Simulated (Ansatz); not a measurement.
**B4H3: single-point calculation**

The run: single-point calculation of B4H3, multiplicity 2. Method and program: UKS PBE0-D4/def2-TZVP (Ansatz 0.2.0).

The geometry comes from this level: B3LYP-D4/def2-TZVP.

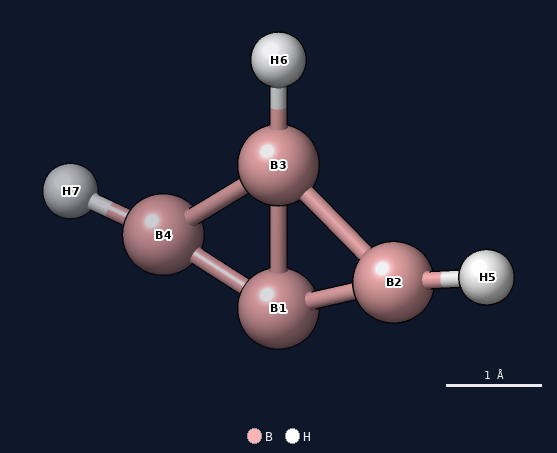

*The structure (ball-and-stick view, seen at a tilt; atoms are numbered from 1 in the order of the input).*

Bond lengths as drawn: B–B 1.52 to 1.76 Å and B–H 1.17 to 1.18 Å.

### Input
```yaml
crystal:
  periodic: [false, false, false]
  atoms:
    - {symbol: B, position_ang: [0.728171, -0.106229, -0.713920]}
    - {symbol: B, position_ang: [0.996022, 1.090185, 0.184939]}
    - {symbol: B, position_ang: [-0.413315, 0.060274, 0.405319]}
    - {symbol: B, position_ang: [-0.334416, -1.186867, -0.833223]}
    - {symbol: H, position_ang: [1.338905, 2.037556, 0.784243]}
    - {symbol: H, position_ang: [-1.251310, 0.182431, 1.226961]}
    - {symbol: H, position_ang: [-1.064057, -2.077359, -1.054318]}
basis:
  gaussian: {orbitals: def2-TZVP, initial_orbitals: start.molden}
magnetization: {spin_polarized: true, initial_magnetization: 1}
hamiltonian: {xc: pbe0, dispersion: d4}
scf: {omitted_lower_state_checks: [starts]}
output: {orbitals: {seedname: orbitals}}
```

Hardware: 4 threads of Arm Neoverse V1, 23 GiB of memory available, shared host.

Launch command:
```bash
ansatz run in.yaml --threads 4 --pin off --events-out ev --progress --plain --max-ram 3916MiB
```

### Log
```
Functional definition: PBE0
  name "PBE0"
  cite "Adamo & Barone, J. Chem. Phys. 110, 6158 (1999) doi:10.1063/1.478522"
  cite "Perdew, Burke & Ernzerhof, Phys. Rev. Lett. 77, 3865 (1996) doi:10.1103/PhysRevLett.77.3865"
  parent pbe
  parameter a = 0.25
  parameter kappa = 0.804
  parameter beta = 0.06672455060314922
  exchange = (1 - a)*pbe_x(kappa = kappa, mu = beta*pi^2/3) + a*exact_x
  correlation = pbe_c(beta = beta)
these checks for a lower state are left out or cut short: starts
808 factors; their error is unknown
mean field evaluation 1: about -2745.7476 eV, gradient 4.4e1 eV
mean field evaluation 2: about -2747.2047 eV, gradient 1.2e0 eV
mean field evaluation 4: about -2747.2090 eV, gradient 1.7e-1 eV
mean field evaluation 8: about -2747.2091 eV, gradient 7.9e-6 eV
mean field -2747.20909698 eV, -100.9580721888 hartree, gradient 7.9e-6 eV, S^2 0.768558; 0 other end points of the search recorded, 0 dependent functions left out
reference -2747.20913068 eV, -100.9580734274 hartree; 12, 11 occupied and 130, 131 virtual orbitals, 808 factors
Total energy: -2747.30105226 eV, -100.9614514828 hartree
Checks for a lower state left out: starts
```

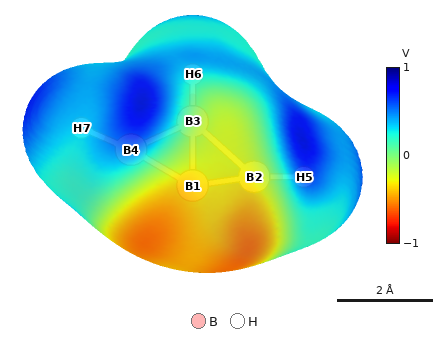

*The electrostatic potential painted on the density surface at 0.002 e/bohr³, seen at a tilt; the colour scale runs from red (negative) to blue (positive).*

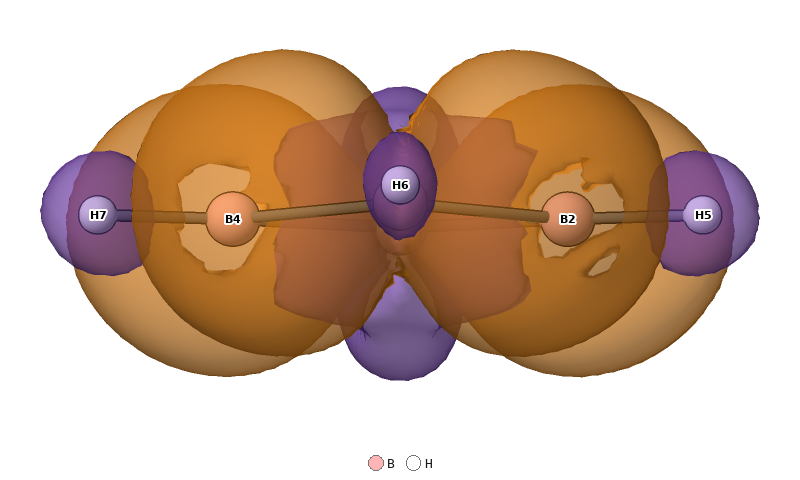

*Isosurfaces of the spin density (α minus β) at +0.006 (orange) and −0.006 e/Å³ (purple), seen from the side.*

The unpaired spin (1 electron) lies mostly on B2 (about 0.3), B4 (about 0.3) and B3 (about 0.3), in electrons by Hirshfeld's partition.

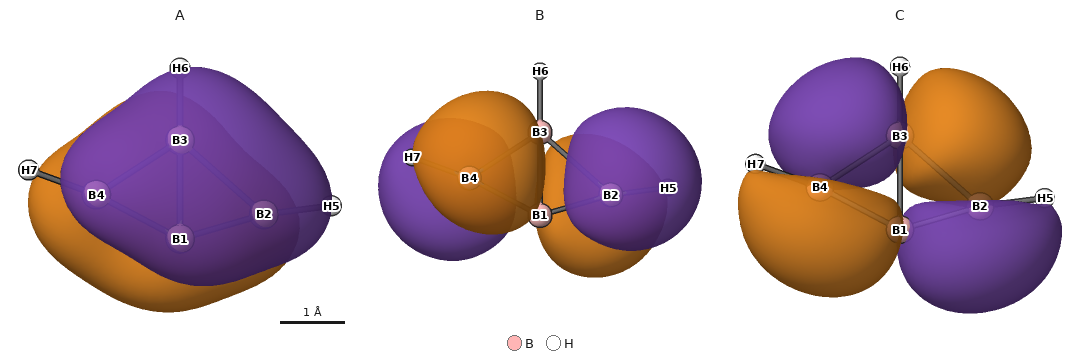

*Three frontier orbitals at ±0.08 Å⁻³ᐟ² (orange and purple are the two phases).*

A is the HOMO−1 (α) (−8.11 eV). C is the HOMO (α) (−7.48 eV). By Hirshfeld shares it lies mainly on B2 (25 %), B4 (25 %), B3 (25 %) and B1 (15 %); it is symmetric in the molecular plane (σ or in-plane lone-pair type). B is the LUMO (α) (−2.37 eV). The HOMO–LUMO gap is 5.11 eV between the orbital energies.

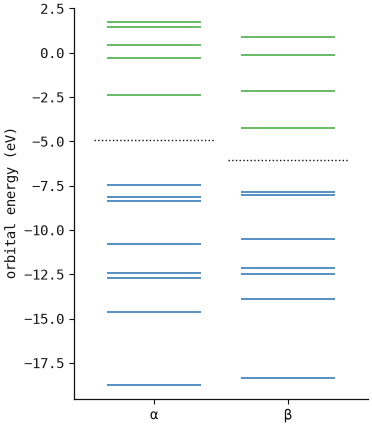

*Orbital energies near the frontier for α and β spins; the dotted line parts filled from empty levels, and levels within 0.02 eV of each other stand side by side.*

α: highest filled −7.48 eV, lowest empty −2.37 eV, 5.11 eV apart; β: highest filled −7.83 eV, lowest empty −4.26 eV, 3.57 eV apart.

### Results in brief

| quantity | value |
| --- | --- |
| outcome | converged |
| total energy | −2747.3011 eV |
| mean-field energy | −2747.2091 eV |
| dispersion energy | −0.0919 eV |
| ⟨S²⟩ | 0.769 |
| SCF solution under orbital rotations | stable |
| HOMO (either spin) | −7.48 eV |
| LUMO (either spin) | −4.26 eV |
| wall time | 2 s (CPU time 6.2 s) |
| peak memory | 0.25 GiB |
